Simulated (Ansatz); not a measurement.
# GeH3O2 (SMILES [O][GeH2][OH]): UB2PLYP/cc-pVDZ

Aim: the vertical doublet–quartet gap of GeH3O2 at UB2PLYP/cc-pVDZ, from 2 runs. 

Program for the calculation: Ansatz 0.2.0.

55 further runs of the same task are left out: 55 set aside as unsound or not needed. Runs told in other sessions of the task aren't counted.

## Step 1: The structure to begin with

The species is GeH3O2 (6 atoms), meant as a doublet with charge 0. SMILES: `[O][GeH2][OH]`. The coordinates come from a PBE0-D4/def2-TZVP relaxation. This is one conformer, not always the lowest.

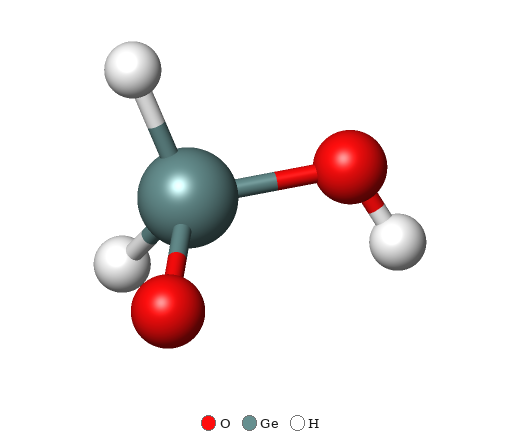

Viewed from a chosen angle; oxygen red, germanium teal, hydrogen white.

## Step 2: The energy at UB2PLYP/cc-pVDZ

File in.yaml:

```yaml
basis:
  gaussian: {orbitals: cc-pVDZ}
crystal:
  periodic: [false, false, false]
  atoms:
    - {symbol: O, position_ang: [-1.694000, -0.455900, 0.556900]}
    - {symbol: Ge, position_ang: [-0.249900, 0.168600, -0.295800]}
    - {symbol: O, position_ang: [1.186300, 0.124100, 0.735000]}
    - {symbol: H, position_ang: [-0.134800, -0.795800, -1.489800]}
    - {symbol: H, position_ang: [-0.447300, 1.647000, -0.628900]}
    - {symbol: H, position_ang: [1.381600, -0.751900, 1.076400]}
magnetization: {spin_polarized: true, initial_magnetization: 1}
hamiltonian: {xc: {name: B2PLYP}}
correlation: {frozen_orbitals: {Ge: 9, H: 0, O: 1}}
accuracy: high
output: {orbitals: {seedname: orbitals}}
```

On the command line:

```
$ ansatz run in.yaml --threads 1 --pin off --max-ram 2610MiB --events-out events.jsonl --progress --plain --runs-dir runs
```

What it wrote:

```text
Warning: RAYON_NUM_THREADS=1 ignored (pool sized by the plan → 1); use --threads N
Functional definition: B2PLYP
  name "B2PLYP"
  parameter a = 0.53
  parameter c = 0.27
  exchange = (1 - a)*b88_x + a*exact_x
  correlation = (1 - c)*lyp_c + c*(mp2_os + mp2_ss)
1529 factors; integrals over basis functions are off by at most 4.5e-9 eV
mean field evaluation 1: about -60631.2043 eV, gradient 4.2e1 eV
mean field evaluation 2: about -60631.2116 eV, gradient 4.2e1 eV
mean field evaluation 4: about -60639.7385 eV, gradient 6.9e0 eV
mean field evaluation 8: about -60640.2354 eV, gradient 3.6e-1 eV
mean field evaluation 16: about -60640.2403 eV, gradient 4.1e-2 eV
mean field evaluation 32: about -60640.1775 eV, gradient 2.8e-1 eV
mean field -60640.24227516 eV, -2228.4878001798 hartree, gradient 2.6e-8 eV, S^2 0.754355; 3 other end points of the search recorded, 0 dependent functions left out
11 core orbitals not correlated: weight in the atoms' cores, before any rotation towards them, 1.000 or more for the frozen orbitals, at most 0.000 for the correlated occupied ones
reference -60640.24229695 eV, -2228.4878009806 hartree; 15, 14 occupied and 44, 45 virtual orbitals, 1529 factors
second order -14.92873238 eV of doubles, -0.00000000 eV of singles
Total energy: -60644.27305470 eV, -2228.6359285955 hartree
```

It took 7.8 s on 1 thread of AMD EPYC 9R45 (Zen 5), shared host; peak memory 0.33 GiB.

## Step 3: The quartet, same level

File molecule.yaml:

```yaml
crystal:
  periodic: [false, false, false]
  atoms:
    - {symbol: O, position_ang: [-1.694000, -0.455900, 0.556900]}
    - {symbol: Ge, position_ang: [-0.249900, 0.168600, -0.295800]}
    - {symbol: O, position_ang: [1.186300, 0.124100, 0.735000]}
    - {symbol: H, position_ang: [-0.134800, -0.795800, -1.489800]}
    - {symbol: H, position_ang: [-0.447300, 1.647000, -0.628900]}
    - {symbol: H, position_ang: [1.381600, -0.751900, 1.076400]}
basis:
  gaussian:
    orbitals: cc-pVDZ
magnetization:
  spin_polarized: true
  initial_magnetization: 3
hamiltonian:
  xc: {name: B2PLYP}
correlation:
  frozen_orbitals: {Ge: 9, H: 0, O: 1}
accuracy: high
output: {orbitals: {seedname: orbitals}}
```

On the command line:

```
$ ansatz run molecule.yaml --threads 1 --pin off --max-ram 2610MiB --events-out events.jsonl --progress --plain --runs-dir runs
```

What it wrote, shortened:

```text
Warning: RAYON_NUM_THREADS=1 ignored (pool sized by the plan → 1); use --threads N
Functional definition: B2PLYP
  name "B2PLYP"
[...]
1529 factors; integrals over basis functions are off by at most 4.5e-9 eV
[...]
mean field -60633.14401151 eV, -2228.2269438018 hartree, gradient 6.2e-8 eV, S^2 3.764185; 14 other end points of the search recorded, 0 dependent functions left out
11 core orbitals not correlated: weight in the atoms' cores, before any rotation towards them, 1.000 or more for the frozen orbitals, at most 0.000 for the correlated occupied ones
reference -60633.14403492 eV, -2228.2269446622 hartree; 16, 13 occupied and 43, 46 virtual orbitals, 1529 factors
second order -13.99038740 eV of doubles, -0.00000000 eV of singles
Total energy: -60636.92143952 eV, -2228.3657617208 hartree
```

Wall time 15 s (1 thread of AMD EPYC 9R45 (Zen 5), shared host); peak memory 0.45 GiB.

## Step 4: Summary of results

Level: UB2PLYP/cc-pVDZ, 11 core orbitals frozen.

| quantity | value |
| --- | --- |
| doublet: total energy | -2228.63593 Eh |
| doublet: HOMO energy (SCF part's orbitals) (highest over α and β) | -10.13 eV |
| doublet: LUMO energy (SCF part's orbitals) (lowest over α and β) | -1.57 eV |
| doublet: ⟨S²⟩ | 0.754 |
| quartet: total energy | -2228.36576 Eh |
| quartet: HOMO energy (SCF part's orbitals) (highest over α and β) | -2.88 eV |
| quartet: ⟨S²⟩ | 3.764 |
| vertical energy of the quartet above the doublet | 7.352 eV |

**Reading.** At this shape the quartet lies 7.35 eV (170 kcal/mol) above the doublet.
